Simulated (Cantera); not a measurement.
Input: 1 mol Pb, 3.1 mol N2, equilibrated at 10.0 mbar.

Cantera equilibrium calculation (NASA polynomials, part measured and part estimated; ideal gas, pure solids and liquids). Candidate condensed phases: Pb; 4 gas species. Rates play no part.

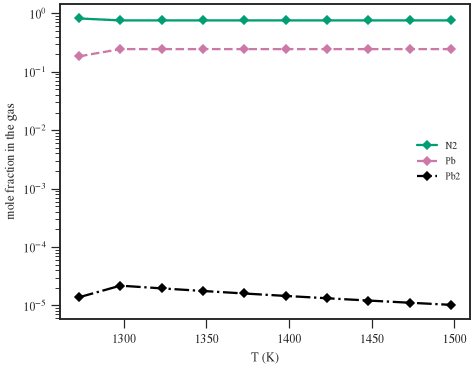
Fig. 1. Equilibrium gas composition (values under 1e-9 drawn at 1e-9)

At 1273 K the condensed part is Pb(l). From 1298 K to 1498 K nothing is condensed. The main Pb-bearing gas is Pb throughout.
